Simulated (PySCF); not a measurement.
System: C3H11BSi.

```
atom    x (Å)    y (Å)    z (Å)
   B   0.2911   0.3737  -0.4489
   C   1.8615   0.3568  -0.3224
   H   2.3192   1.3223  -0.0614
   H   2.2700   0.0505  -1.3041
   H   2.2112  -0.4109   0.3883
   C  -0.4871   1.7418  -0.4759
   H  -1.5816   1.6651  -0.5498
   H  -0.1207   2.3384  -1.3313
   H  -0.2335   2.3409   0.4164
   C  -0.4802  -0.9852  -0.5280
  Si  -1.0822  -1.4246   1.2087
   H  -1.3939  -0.9283  -1.1440
   H   0.1409  -1.8321  -0.8646
   H   0.0661  -1.4992   2.1654
   H  -2.0409  -0.3926   1.7109
   H  -1.7742  -2.7508   1.2070
```

Geometry: PBE0-D3(BJ)/def2-SVP.

Theory: PySCF 2.14.0, PBE0/pcSseg-1, SCF density, gas phase, non-relativistic.

**Predict the electron density and electron localisation function between the atoms.**

C–B (1.56 Å): ρ is about 1.4 e/Å³ halfway; the ELF peaks at about 0.95 between the atoms, as expected for a covalent bond.
C–H (1.10 Å): ρ at the midpoint is about 1.9 e/Å³; the ELF climbs to about 1 towards the hydrogen, as it does in any bond to H: a covalent bond by its length.

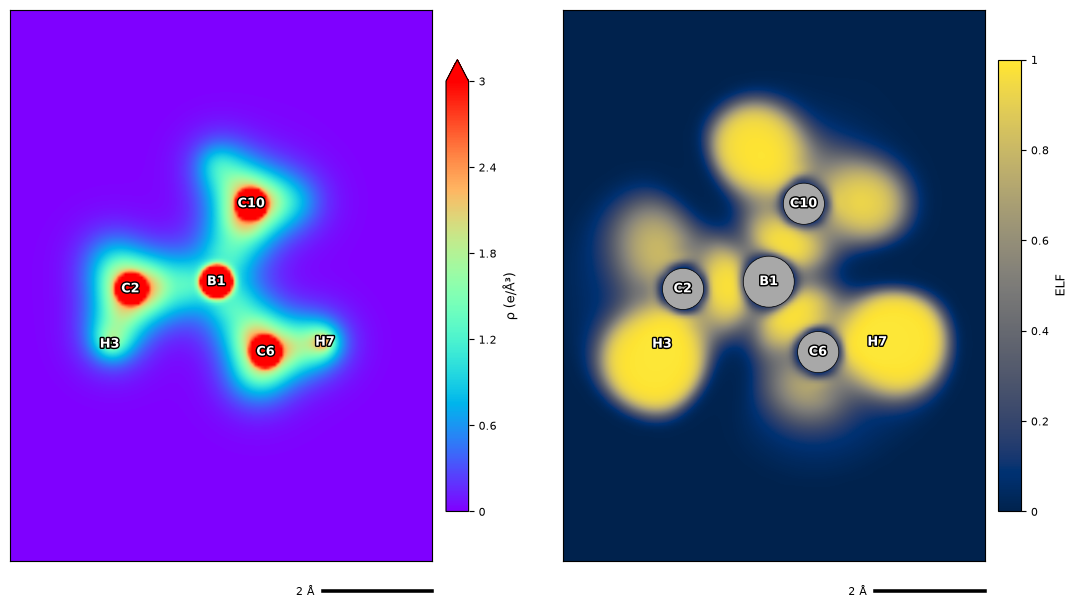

Computed electron density and electron localisation function on the plane of atoms C2, B1 and C6, in this order. Grey discs cover the atomic cores in the ELF map. 
